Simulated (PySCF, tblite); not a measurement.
# C8H12BF: geometry, infrared bands and NMR shifts

What infrared bands and NMR shifts should C8H12BF (`C=C[C@@H](C=C=CC)CBF`) show?

Programs: tblite 0.8.0 and PySCF 2.14.0, with density-fitted response routines of our own. Each step states its level of theory. These are calculated values for one molecule in the gas phase, unless marked as measured. Atoms are numbered from 0 throughout.

## (1) The molecule as given

22 atoms, charge 0, multiplicity 1; geometry from: force field or distance geometry start.

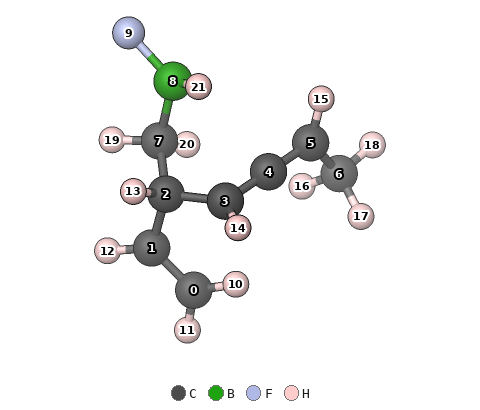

As it starts; carbon dark grey, boron green, fluorine light blue, hydrogen pink, atoms numbered.

## (2) Relaxing the molecule with GFN2-xTB

The job: settings as JSON, then the geometry in Å.

```
{"job": {"kind": "relax", "xc": "GFN2-xTB", "basis": "xTB"}, "charge": 0, "multiplicity": 1}
C     -0.608700    -1.909000    -1.567400
C     -1.447800    -0.883800    -1.356700
C     -1.424500    -0.201600    -0.012200
C     -0.472400    -0.878300     0.842500
C      0.689600    -0.321300     0.996300
C      1.848400     0.250800     1.101700
C      2.853100    -0.103700     0.079700
C     -1.071800     1.243300    -0.309800
B     -1.036600     2.062400     1.051300
F     -1.835800     3.288900     1.153600
H      0.040400    -2.208500    -0.766900
H     -0.561800    -2.458900    -2.486500
H     -2.150500    -0.525000    -2.108100
H     -2.420100    -0.267100     0.429600
H     -0.623100    -1.797600     1.382800
H      1.977100     0.927200     1.930900
H      2.366700     0.103000    -0.898200
H      3.082400    -1.202800     0.094500
H      3.789900     0.472400     0.196900
H     -1.888800     1.649600    -0.938500
H     -0.145900     1.350600    -0.874500
H     -0.970200     1.428900     2.058100
```

Command:

```bash
$ OMP_NUM_THREADS=1 python probes_run.py task.json out
```

The driver reads the jobs from task.json and runs them one after another.

The program printed:

```text
step      E/eV     max force
  0    -792.25055    3.370
  1    -792.68283    2.021
  2    -792.80669    2.958
  3    -792.92584    1.063
  4    -792.98899    1.309
  5    -793.08378    1.154
  6    -793.13230    0.933
  7    -793.16839    0.521
  8    -793.18630    0.433
  9    -793.21540    0.363
 10    -793.23301    0.302
 11    -793.24682    0.335
 12    -793.25769    0.410
 13    -793.26908    0.354
 14    -793.27982    0.289
 15    -793.28808    0.202
 16    -793.29380    0.196
 17    -793.29904    0.178
 18    -793.30492    0.201
 19    -793.31087    0.211
 20    -793.31540    0.150
 21    -793.31815    0.097
 22    -793.32010    0.101
 23    -793.32231    0.114
 24    -793.32518    0.137
 25    -793.32856    0.126
 26    -793.33210    0.147
 27    -793.33568    0.168
 28    -793.33921    0.137
 29    -793.34225    0.106
 30    -793.34489    0.121
 31    -793.34765    0.143
 32    -793.35057    0.149
 33    -793.35306    0.097
 34    -793.35468    0.089
 35    -793.35592    0.080
 36    -793.35742    0.104
 37    -793.35916    0.105
 38    -793.36079    0.101
 39    -793.36216    0.078
 40    -793.36346    0.075
 41    -793.36490    0.092
 42    -793.36658    0.115
 43    -793.36830    0.107
 44    -793.36993    0.126
 45    -793.37145    0.132
 46    -793.37306    0.103
 47    -793.37466    0.087
 48    -793.37626    0.088
 49    -793.37779    0.096
 50    -793.37979    0.102
 51    -793.38198    0.089
 52    -793.38423    0.099
 53    -793.38626    0.091
 54    -793.38812    0.099
 55    -793.38950    0.088
 56    -793.39037    0.088
 57    -793.39136    0.069
 58    -793.39236    0.068
 59    -793.39307    0.049
 60    -793.39409    0.060
 61    -793.39504    0.081
 62    -793.39593    0.058
 63    -793.39658    0.058
 64    -793.39713    0.054
 65    -793.39766    0.042
 66    -793.39810    0.053
 67    -793.39843    0.044
 68    -793.39877    0.034
 69    -793.39917    0.035
 70    -793.39947    0.031
 71    -793.39967    0.032
 72    -793.39990    0.036
 73    -793.40026    0.041
 74    -793.40086    0.062
 75    -793.40173    0.073
 76    -793.40279    0.089
 77    -793.40399    0.107
 78    -793.40490    0.206
 79    -793.40694    0.123
 80    -793.41008    0.164
 81    -793.41092    0.436
 82    -793.41662    0.234
 83    -793.42005    0.125
 84    -793.42147    0.400
 85    -793.42576    0.158
 86    -793.42873    0.111
 87    -793.43652    0.256
 88    -793.43906    0.104
 89    -793.44152    0.105
 90    -793.44474    0.179
 91    -793.44714    0.108
 92    -793.44938    0.118
 93    -793.45163    0.132
 94    -793.45278    0.102
 95    -793.45416    0.086
 96    -793.45674    0.133
 97    -793.45807    0.109
 98    -793.45828    0.212
 99    -793.46035    0.075
100    -793.46113    0.067
101    -793.46333    0.083
102    -793.46421    0.062
103    -793.46509    0.077
104    -793.46562    0.067
105    -793.46644    0.070
106    -793.46740    0.052
107    -793.46809    0.053
108    -793.46846    0.087
109    -793.46875    0.058
110    -793.46912    0.053
111    -793.47032    0.066
112    -793.47118    0.084
113    -793.47221    0.097
114    -793.47314    0.072
115    -793.47388    0.057
116    -793.47443    0.058
117    -793.47513    0.048
118    -793.47554    0.043
119    -793.47589    0.045
120    -793.47627    0.043
121    -793.47675    0.057
122    -793.47724    0.056
123    -793.47778    0.048
124    -793.47833    0.047
125    -793.47889    0.051
126    -793.47943    0.057
127    -793.48006    0.064
128    -793.48088    0.069
129    -793.48206    0.078
130    -793.48334    0.084
131    -793.48492    0.115
132    -793.48624    0.092
133    -793.48821    0.083
134    -793.48943    0.081
135    -793.49098    0.077
136    -793.49192    0.074
137    -793.49286    0.067
138    -793.49366    0.067
139    -793.49454    0.063
140    -793.49516    0.079
141    -793.49585    0.068
142    -793.49647    0.046
143    -793.49702    0.062
144    -793.49757    0.069
145    -793.49836    0.080
146    -793.49961    0.115
147    -793.50135    0.129
148    -793.50324    0.098
149    -793.50493    0.084
150    -793.50657    0.104
151    -793.50845    0.120
152    -793.51109    0.112
153    -793.51373    0.127
154    -793.51507    0.089
155    -793.51647    0.107
156    -793.51778    0.070
157    -793.51908    0.052
158    -793.51991    0.054
159    -793.52063    0.062
160    -793.52127    0.088
161    -793.52201    0.092
162    -793.52334    0.087
163    -793.52485    0.094
164    -793.52748    0.098
165    -793.53078    0.117
166    -793.53456    0.148
167    -793.53809    0.148
168    -793.54086    0.148
169    -793.54261    0.132
170    -793.54509    0.100
171    -793.54676    0.078
172    -793.54787    0.065
173    -793.54875    0.060
174    -793.54992    0.073
175    -793.55052    0.054
176    -793.55114    0.045
177    -793.55181    0.057
178    -793.55261    0.074
179    -793.55326    0.082
180    -793.55415    0.062
181    -793.55503    0.054
182    -793.55599    0.058
183    -793.55689    0.083
184    -793.55783    0.073
185    -793.55875    0.061
186    -793.55930    0.062
187    -793.55991    0.063
188    -793.56060    0.046
189    -793.56137    0.054
190    -793.56176    0.047
191    -793.56230    0.050
192    -793.56279    0.047
193    -793.56334    0.052
194    -793.56391    0.049
195    -793.56451    0.051
196    -793.56508    0.051
197    -793.56562    0.060
198    -793.56617    0.058
199    -793.56674    0.051
200    -793.56722    0.045
201    -793.56760    0.046
202    -793.56794    0.042
203    -793.56833    0.043
204    -793.56874    0.043
205    -793.56910    0.039
206    -793.56940    0.034
207    -793.56963    0.029
208    -793.56982    0.028
209    -793.56996    0.024
210    -793.57007    0.025
211    -793.57017    0.022
212    -793.57025    0.017
213    -793.57031    0.019
214    -793.57035    0.016
215    -793.57038    0.009
```

Wall time 3.1 s (1 thread of Arm Neoverse N1, shared host); peak memory 0.18 GiB.

Step by step: (not every step is listed)

| step | energy from step 0 (eV) | largest force (eV/Å) |
| --- | --- | --- |
| 0 | 0.0000 | 3.3699 |
| 1 | -0.4323 | 2.0207 |
| 2 | -0.5561 | 2.9576 |
| 3 | -0.6753 | 1.0633 |
| 4 | -0.7384 | 1.3091 |
| 5 | -0.8332 | 1.1545 |
| 6 | -0.8818 | 0.9328 |
| 7 | -0.9178 | 0.5210 |
| 8 | -0.9357 | 0.4330 |
| 28 | -1.0887 | 0.1374 |
| 48 | -1.1257 | 0.0882 |
| 68 | -1.1482 | 0.0342 |
| 88 | -1.1885 | 0.1036 |
| 108 | -1.2179 | 0.0871 |
| 128 | -1.2303 | 0.0689 |
| 148 | -1.2527 | 0.0979 |
| 168 | -1.2903 | 0.1482 |
| 188 | -1.3101 | 0.0456 |
| 208 | -1.3193 | 0.0277 |
| 210 | -1.3195 | 0.0253 |
| 211 | -1.3196 | 0.0222 |
| 212 | -1.3197 | 0.0171 |
| 213 | -1.3198 | 0.0190 |
| 214 | -1.3198 | 0.0164 |
| 215 | -1.3198 | 0.0088 |

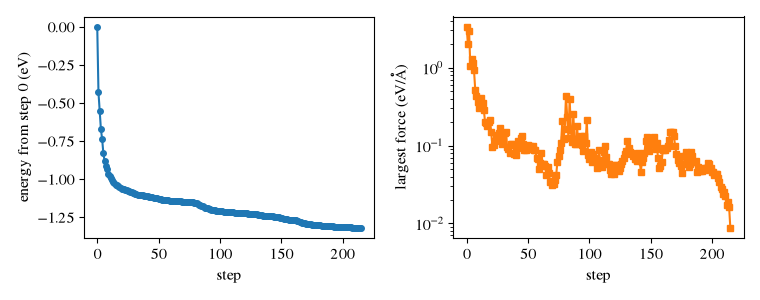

Energy and largest force along the relaxation.

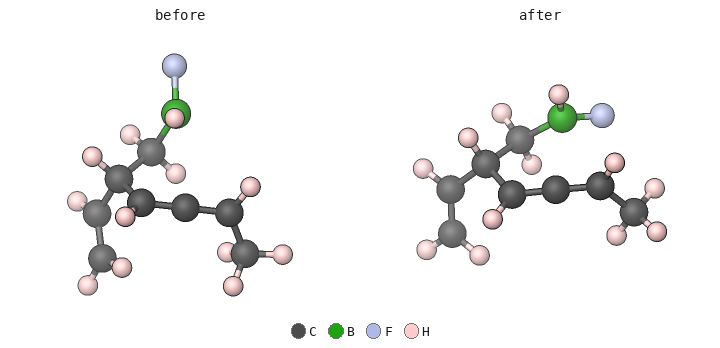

Before and after, at one scale.

Close pairs (by a distance rule), those that changed most:

| bond | before (Å) | after (Å) | change (Å) |
| --- | --- | --- | --- |
| B8–F9 | 1.467 | 1.329 | -0.139 |
| C2–C3 | 1.447 | 1.508 | +0.060 |
| C6–H17 | 1.123 | 1.090 | -0.033 |
| C6–H16 | 1.112 | 1.087 | -0.025 |
| C2–C7 | 1.517 | 1.541 | +0.024 |
| C0–C1 | 1.341 | 1.320 | -0.021 |
| C5–C6 | 1.476 | 1.497 | +0.020 |
| C6–H18 | 1.106 | 1.090 | -0.016 |

The next job starts from the end point, and lists it.

## (3) Infrared spectrum with GFN2-xTB

The job: settings as JSON, then the geometry in Å.

```
{"job": {"kind": "ir", "xc": "GFN2-xTB", "basis": "xTB"}, "charge": 0, "multiplicity": 1}
C     -1.264928    -1.936765    -2.036646
C     -1.988774    -1.118437    -1.295452
C     -1.498351    -0.399625    -0.071284
C     -0.347379    -1.102802     0.602658
C      0.660688    -0.439913     1.076986
C      1.699054     0.228253     1.499538
C      2.916920     0.495723     0.671684
C     -1.060028     1.030959    -0.439847
B     -0.341247     1.792179     0.756058
F      0.587883     2.692857     0.453450
H     -0.245120    -2.180534    -1.786594
H     -1.661079    -2.398163    -2.925632
H     -3.005189    -0.882392    -1.584300
H     -2.321590    -0.339080     0.653095
H     -0.423877    -2.175544     0.716205
H      1.716456     0.625203     2.507188
H      2.832323     0.027889    -0.305904
H      3.804102     0.114575     1.176904
H      3.036060     1.570824     0.540790
H     -1.941122     1.598531    -0.752571
H     -0.402825     0.978368    -1.311022
H     -0.762387     1.837280     1.853845
```

The program printed:

```text
mode    cm-1     km/mol
  1      54.3      0.64
  2      65.9      0.28
  3      95.3      1.25
  4     106.2      2.49
  5     143.5      2.28
  6     151.5      1.61
  7     185.1      0.22
  8     198.9     29.40
  9     246.6     21.51
 10     273.0     14.08
 11     329.2      3.48
 12     356.9      1.36
 13     391.3      3.54
 14     499.3      0.58
 15     555.7      3.96
 16     572.4      3.74
 17     658.2      4.45
 18     676.5     27.75
 19     744.6      2.07
 20     838.4    170.60
 21     860.8     45.35
 22     894.7      5.27
 23     900.8      6.56
 24     932.3     14.66
 25     964.4     39.38
 26     992.6      1.94
 27    1023.7     11.16
 28    1025.9      5.00
 29    1038.8     42.06
 30    1055.8     12.07
 31    1077.1      9.13
 32    1111.3      7.75
 33    1117.3      4.35
 34    1157.6      4.92
 35    1191.6     61.32
 36    1226.8      7.87
 37    1245.5    155.36
 38    1282.6     22.59
 39    1300.8      9.44
 40    1311.2     50.42
 41    1390.5      2.27
 42    1410.6      2.82
 43    1420.6     13.80
 44    1469.1      6.64
 45    1474.0      2.88
 46    1483.7      4.71
 47    1711.6     14.88
 48    2067.2     42.80
 49    2581.8    153.32
 50    2887.3     44.47
 51    2955.9     35.72
 52    2985.7     28.59
 53    3002.1     25.52
 54    3015.1     17.29
 55    3025.7     14.77
 56    3045.3     26.07
 57    3048.6     36.66
 58    3049.3     44.91
 59    3098.3     18.47
 60    3121.9     59.41
```

Run time: 1.6 s. Hardware: 1 thread of Arm Neoverse N1, shared host; peak memory 0.18 GiB.

Which atoms move in the most intense modes:

| cm⁻¹ | km/mol | atoms |
| --- | --- | --- |
| 838 | 170.6 | H21 26 %, C7 24 %, B8 17 %, H19 14 % |
| 861 | 45.4 | H15 36 %, H14 27 % |
| 1192 | 61.3 | B8 23 %, H19 21 %, H13 16 %, H20 14 % |
| 1246 | 155.4 | B8 26 %, H13 25 %, C2 10 % |
| 1311 | 50.4 | H20 33 %, C7 17 %, H13 14 %, C2 12 % |
| 2582 | 153.3 | H21 92 % |
| 3049 | 44.9 | H12 90 % |
| 3122 | 59.4 | H11 56 %, H10 32 % |

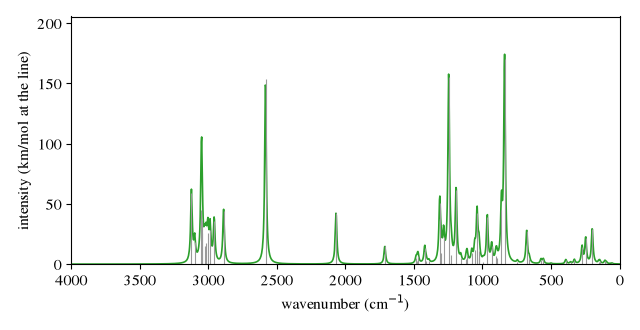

The infrared spectrum from these modes, unscaled. Lines are broadened to a width of 14 cm⁻¹ (Lorentzian).

## (4) Shielding tensors: PBE0/pcSseg-1

The job, as its differences from that of step 3:

```diff
@@ -1,2 +1,2 @@
-{"job": {"kind": "ir", "xc": "GFN2-xTB", "basis": "xTB"}, "charge": 0, "multiplicity": 1}
+{"job": {"kind": "nmr", "xc": "PBE0", "basis": "pcSseg-1"}, "charge": 0, "multiplicity": 1}
 C     -1.264928    -1.936765    -2.036646
```

With the program's defaults for keys left out, this is: GIAO PBE0/pcSseg-1 NMR shielding, non-relativistic, gas phase.

The program printed:

```text
coarse grid: 18304 points
cycle   1  E = -436.0322958461  dE =  1.222e+00  |g| = 5.861e-01  |ddm| = 4.339e+00
cycle   2  E = -436.0106272833  dE =  2.167e-02  |g| = 7.370e-01  |ddm| = 1.138e+00
cycle   3  E = -436.1060178270  dE = -9.539e-02  |g| = 8.688e-02  |ddm| = 6.473e-01
cycle   4  E = -436.1072447039  dE = -1.227e-03  |g| = 3.204e-02  |ddm| = 8.917e-02
cycle   5  E = -436.1074531316  dE = -2.084e-04  |g| = 7.273e-03  |ddm| = 3.254e-02
cycle   6  E = -436.1074637398  dE = -1.061e-05  |g| = 2.867e-03  |ddm| = 9.289e-03
cycle   7  E = -436.1074656261  dE = -1.886e-06  |g| = 6.713e-04  |ddm| = 2.782e-03
final grid: 176944 points
cycle   8  E = -436.1719369773  dE = -7.064e-05  |g| = 8.437e-03  |ddm| = 5.128e-02
cycle   9  E = -436.1719348555  dE =  2.122e-06  |g| = 9.020e-03  |ddm| = 1.671e-02
cycle  10  E = -436.1719558009  dE = -2.095e-05  |g| = 8.562e-04  |ddm| = 8.962e-03
cycle  11  E = -436.1719559344  dE = -1.334e-07  |g| = 4.098e-04  |ddm| = 1.184e-03
cycle  12  E = -436.1719559742  dE = -3.988e-08  |g| = 1.133e-04  |ddm| = 4.353e-04
cycle  13  E = -436.1719559774  dE = -3.166e-09  |g| = 3.336e-05  |ddm| = 1.341e-04
cycle  14  E = -436.1719559777  dE = -2.372e-10  |g| = 7.208e-06  |ddm| = 3.127e-05
converged SCF energy = -436.1719559777

GIAO shielding tensors (ppm)
atom      isotropic    diamagn.    paramagn.     s11        s22        s33       span
  0 C       67.216     256.351    -189.135    -44.814     76.986    169.476    214.291
  1 C       32.780     257.125    -224.345    -94.452     37.981    154.810    249.262
  2 C      144.033     250.213    -106.180    133.696    144.804    153.600     19.904
  3 C       80.759     262.386    -181.627      5.065     92.770    144.442    139.377
  4 C      -28.787     266.921    -295.708    -50.303    -45.275      9.217     59.520
  5 C       78.649     261.083    -182.434    -15.622     87.028    164.542    180.165
  6 C      166.947     249.124     -82.176    158.587    158.720    183.535     24.949
  7 C      153.011     255.866    -102.856    137.356    148.664    173.013     35.657
  8 B       57.246     189.221    -131.975      8.901     72.025     90.812     81.911
  9 F      239.224     467.614    -228.390     91.210    146.219    480.244    389.034
 10 H       26.330      34.064      -7.734     23.020     24.795     31.174      8.155
 11 H       26.340      28.018      -1.678     24.039     25.341     29.642      5.603
 12 H       25.073      30.519      -5.446     23.079     24.339     27.802      4.723
 13 H       28.360      32.629      -4.269     24.551     26.654     33.875      9.324
 14 H       26.013      33.324      -7.311     23.796     26.081     28.164      4.368
 15 H       25.832      30.755      -4.923     23.536     26.742     27.218      3.681
 16 H       29.991      31.594      -1.603     26.142     29.556     34.274      8.132
 17 H       29.752      27.421       2.331     25.598     26.919     36.738     11.141
 18 H       29.622      29.437       0.185     25.460     28.787     34.619      9.159
 19 H       30.441      31.863      -1.422     26.371     29.163     35.789      9.418
 20 H       31.071      35.074      -4.004     28.432     30.692     34.088      5.655
 21 H       26.522      31.185      -4.663     23.793     26.274     29.500      5.707
```

It took 94 s on 1 thread of Arm Neoverse N1, shared host; peak memory 1.1 GiB.

Shifts follow as δ = σ(reference) − σ, with reference shieldings (ppm) from runs at the same level and on the same kind of geometry: ¹H TMS 31.72, ¹³C TMS 186.9, ¹⁹F CFCl3 170.9, ¹¹B BF3·OEt2 100.1. The references are single molecules in the gas phase, so shifts against H2O, NH3, PH3, H3PO4 or CFCl3 are not on the usual liquid scales and can be off by tens of ppm. Atoms listed in one row are averaged.

| atoms | environment | σ (ppm) | δ (ppm) | δ scaled to CDCl3 |
| --- | --- | --- | --- | --- |
| C4 | central carbon of an allene | -28.8 | 215.7 | 208.6 |
| C1 | alkene CH | 32.8 | 154.1 | 148.5 |
| C0 | terminal =CH2 carbon | 67.2 | 119.7 | 114.9 |
| C5 | terminal carbon of a cumulated C=C=C unit | 78.6 | 108.3 | 103.8 |
| C3 | terminal carbon of a cumulated C=C=C unit | 80.8 | 106.2 | 101.7 |
| C2 | allylic sp3 CH | 144.0 | 42.9 | 39.9 |
| C7 | sp3 CH2 bonded to B | 153.0 | 33.9 | 31.2 |
| C6 | allylic methyl carbon | 166.9 | 20.0 | 17.6 |
| H12 | hydrogen on an alkene CH | 25.07 | 6.64 | 6.37 |
| H15 | hydrogen on a terminal carbon of a cumulated C=C=C unit | 25.83 | 5.88 | 5.65 |
| H14 | hydrogen on a terminal carbon of a cumulated C=C=C unit | 26.01 | 5.70 | 5.48 |
| H10 | hydrogen on a terminal =CH2 carbon | 26.33 | 5.39 | 5.18 |
| H11 | hydrogen on a terminal =CH2 carbon | 26.34 | 5.38 | 5.17 |
| H21 | hydrogen on a boron bonded to C, F | 26.52 | 5.19 | – |
| H13 | hydrogen on an allylic sp3 CH | 28.36 | 3.36 | 3.27 |
| H16, H17, H18 | hydrogen on an allylic methyl carbon | 29.79 | 1.93 | 1.92 |
| H19 | hydrogen on an sp3 CH2 bonded to B | 30.44 | 1.28 | 1.31 |
| H20 | hydrogen on an sp3 CH2 bonded to B | 31.07 | 0.65 | 0.71 |
| B8 | boron bonded to C, F, H | 57.2 | 42.8 | – |
| F9 | fluorine bonded to B | 239.2 | -68.3 | – |

The scaled column applies a straight-line fit of computed shieldings to shifts measured in CDCl3, and one for carbons that bear F (root-mean-square error 0.16 ppm for H, 1.9 ppm for C).

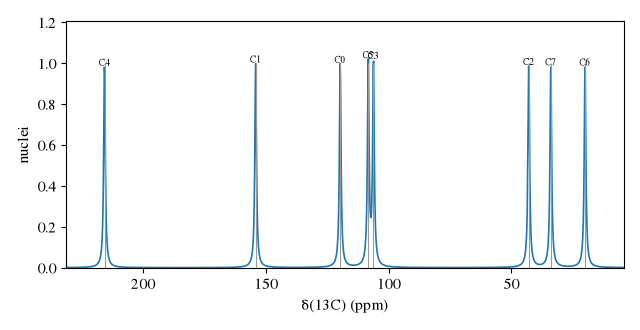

¹³C lines at the computed shifts, without couplings. Lines are broadened to a width of 0.78 ppm (Lorentzian).

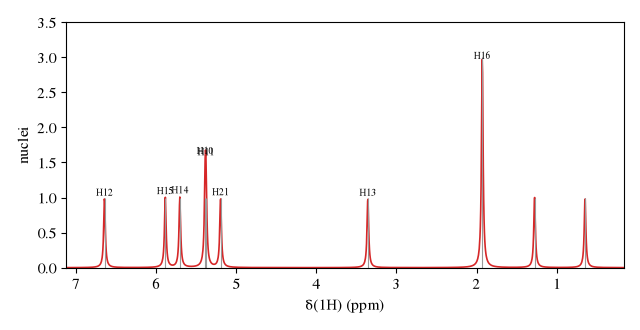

¹H lines at the computed shifts, without couplings. Lines are broadened to a width of 0.02 ppm (Lorentzian).

The run also stored atomic charges by several schemes (e):

| atoms | Mulliken | IAO | Hirshfeld | ESP fit |
| --- | --- | --- | --- | --- |
| C0 | -0.14 | -0.33 | -0.11 | -0.46 |
| C1 | -0.18 | -0.13 | -0.04 | -0.24 |
| C2 | -0.26 | -0.10 | -0.02 | 0.35 |
| C3 | -0.10 | -0.18 | -0.05 | -0.21 |
| C4 | -0.12 | -0.01 | 0.00 | -0.25 |
| C5 | -0.21 | -0.13 | -0.02 | 0.14 |
| C6 | -0.21 | -0.42 | -0.11 | -0.37 |
| C7 | -0.37 | -0.42 | -0.15 | -0.44 |
| B8 | 0.53 | 0.37 | 0.18 | 0.54 |
| F9 | -0.31 | -0.32 | -0.14 | -0.31 |

ESP fit charges:

C0 -0.46; C1 -0.24; C2 0.35; C3 -0.21; C4 -0.25; C5 0.14; C6 -0.37; C7 -0.44; B8 0.54; F9 -0.31; H10 0.21; H11 0.19; H12 0.16; H13 0.00; H14 0.16; H15 0.09; H16 0.15; H17 0.11; H18 0.13; H19 0.10; H20 0.14; H21 -0.17

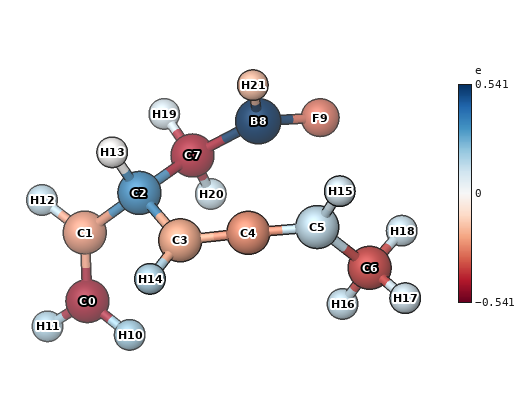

ESP fit charges, as colours on the atoms.

Mayer bond orders: C0–C1 1.99, C1–C2 1.04, C2–C3 0.99, C3–C4 1.92, C4–C5 1.84, C5–C6 1.06, C2–C7 1.02, C7–B8 0.95, B8–F9 1.08.

## (5) Summary of results

| quantity | value |
| --- | --- |
| strongest single infrared mode (GFN2-xTB) | 838 cm⁻¹, 171 km/mol |
| zero-point energy (GFN2-xTB) | 110.2 kcal/mol |
| ¹³C shifts against TMS (PBE0/pcSseg-1) | 215.7, 154.1, 119.7, 108.3, 106.2, 42.9, 33.9, 20.0 ppm |
| ¹H shifts against TMS (PBE0/pcSseg-1, means over atoms taken as alike) | 6.64, 5.88, 5.70, 5.39, 5.38, 5.19, 3.36, 1.93, 1.28, 0.65 ppm |
| ¹¹B shifts against BF3·OEt2 (PBE0/pcSseg-1) | 42.8 ppm |
| ¹⁹F shifts against CFCl3 (PBE0/pcSseg-1) | -68.3 ppm |

Relaxing lowered the energy by 1.320 eV in 215 steps; the close pair that moved most is B8–F9, from 1.467 to 1.329 Å. No mode is imaginary among the 60: a minimum at this level. The strongest single mode, at 838 cm⁻¹, is spread over several atoms, H21, C7, B8, H19 among them. Unscaled tight-binding wavenumbers are off by several per cent, some by more. Its intensities can rank the bands wrongly. The most deshielded carbon is C4 (central carbon of an allene), at 215.7 ppm: the central sp carbon of an allene is among the most deshielded carbons of hydrocarbons. The most deshielded hydrogen is H12 (hydrogen on an alkene CH), at 6.64 ppm: olefinic region. At PBE0/pcSseg-1: The widest tensor belongs to F9: span 389 ppm, with a paramagnetic part of -228 ppm.
